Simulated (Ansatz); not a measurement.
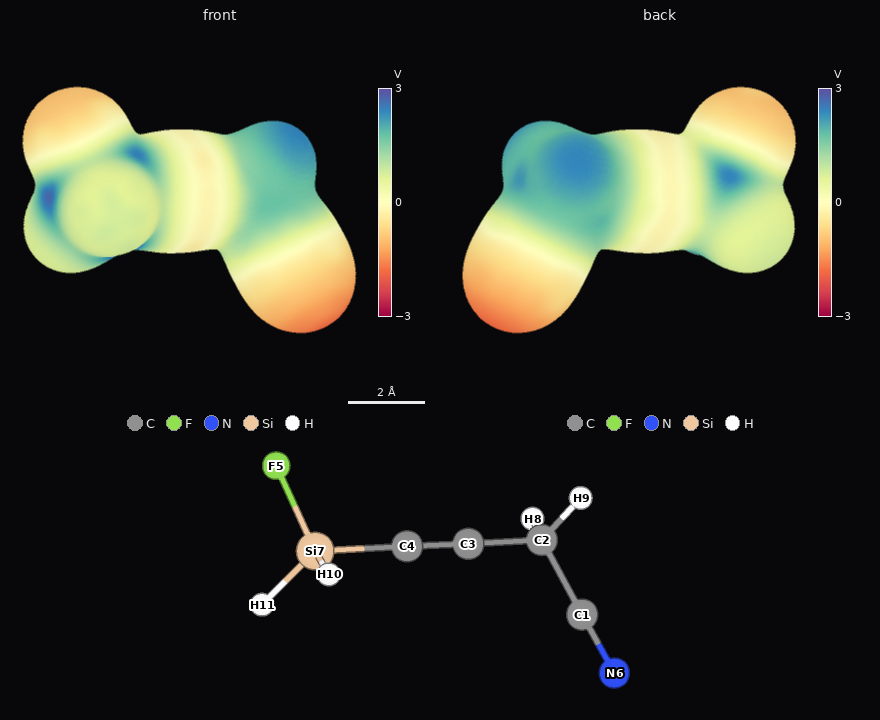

Figure 1: C4H4FNSi (SMILES N#CCC#C[SiH2]F). The electrostatic potential painted on the density surface at 0.004 e/bohr³, seen from the front and from behind; red is negative and blue positive. The bare structure is drawn below in the same view.

Geometry: B3LYP/def2-SVP.

Theory: isolated molecule in a Gaussian basis; Kohn-Sham density functional theory, functional PBE0 in Ansatz.

```yaml
atoms:
  - { symbol: C, position_ang: [-1.5816, 0.2596, 2.3493] }
  - { symbol: C, position_ang: [-1.3262, -1.1267, 1.9282] }
  - { symbol: C, position_ang: [-1.6872, -1.3898, 0.5331] }
  - { symbol: C, position_ang: [-1.9837, -1.6199, -0.6252] }
  - { symbol: F, position_ang: [-2.1215, -3.5084, -2.7034] }
  - { symbol: N, position_ang: [-1.7784, 1.3475, 2.6913] }
  - { symbol: Si, position_ang: [-2.4356, -1.9479, -2.3691] }
  - { symbol: H, position_ang: [-1.8876, -1.8027, 2.5978] }
  - { symbol: H, position_ang: [-0.2560, -1.3479, 2.0900] }
  - { symbol: H, position_ang: [-1.6105, -1.1063, -3.2688] }
  - { symbol: H, position_ang: [-3.8868, -1.7151, -2.5643] }
```

Q: Describe the electrostatic potential map.

A: The most negative region (about −1.8 V) lies over N6, the most positive (about +2.7 V) over Si7. N6 is the likeliest acceptor of a hydrogen bond.

Q: What dipole moment does the calculation give?

A: Its dipole moment is 1.97 D.
